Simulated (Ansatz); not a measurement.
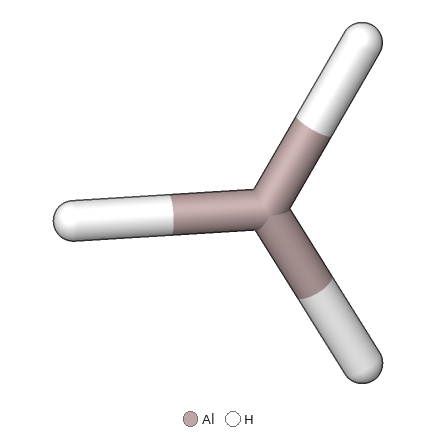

Every bond is drawn as one stick, whatever its order.

> Count the atoms of each element.

AlH3, 4 atoms: 1 aluminium and 3 hydrogen.

> What is the point group of this geometry?

D3h.

> How many bonds of each kind are drawn?

3 Al–H. Sticks follow a distance rule.

> How many atoms are distinct by symmetry?

2: 1 Al, 3 H.

The parts below concern this one geometry. Atoms keep their numbers from picture to picture. The geometry was computed by an optimisation with PBE0-D4/def2-TZVP.

## Shape

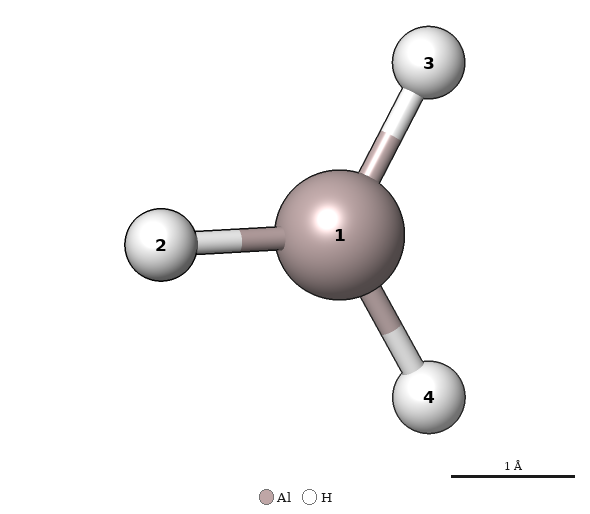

Atoms carry their numbers in the input.

What are the angles H2–Al1–H3?

```json
{"angle": "H2–Al1–H3", "degrees": "120.0"}
```

## Vibrations

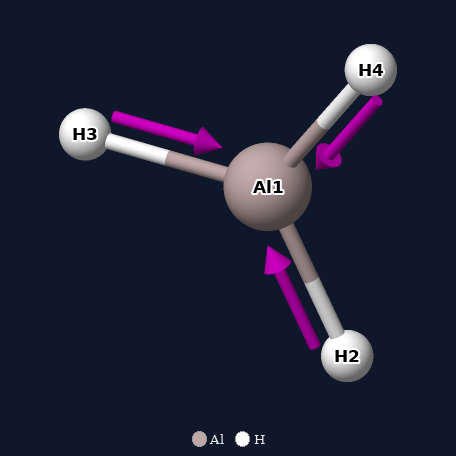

The arrows show one normal mode. Harmonic vibrations computed with RKS PBE0-D4/def2-TZVP (Ansatz 0.2.0) at a stationary point of the same level.

> What kind of motion is it?

Mostly in-phase stretching of 3 Al–H bonds.

> At what wavenumber does it lie?

1926 cm⁻¹; it is mode 4 of 6 counted from the lowest.

## Thermal motion

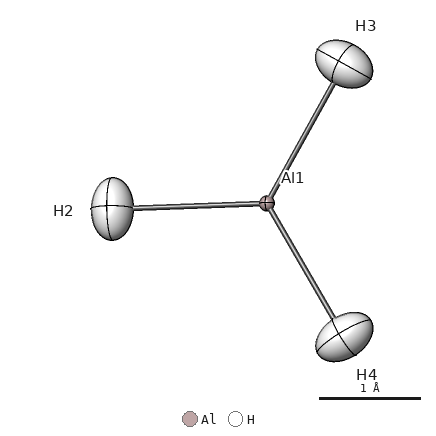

Displacement ellipsoids at the 50 % level, enlarged 1.5 times, from the internal vibrations of the free molecule (harmonic, no overall translation or rotation; no half-axis is drawn under 0.075 Å). Vibrations computed with RKS PBE0-D4/def2-TZVP (Ansatz 0.2.0). Temperature: 600 K.

List U_eq and the three principal root-mean-square amplitudes for each kind of atom.

| atom | U_eq (Å²) | rms amplitudes (Å) |
| --- | --- | --- |
| Al1 | 0.00009 | 0.008, 0.008, 0.011 |
| H2, H3, H4 | 0.0124 | 0.092, 0.102, 0.135 |

## Charges

The questions are on Mulliken charges. Level of theory: RKS PBE0-D4/def2-TZVP (Ansatz 0.2.0).

Give the Mulliken charges atom by atom.

```csv
atom,value (e)
Al1,0.31
H2,−0.10
H3,−0.10
H4,−0.10
```

Mulliken values depend strongly on the basis set and can even reverse the polarity of a bond.
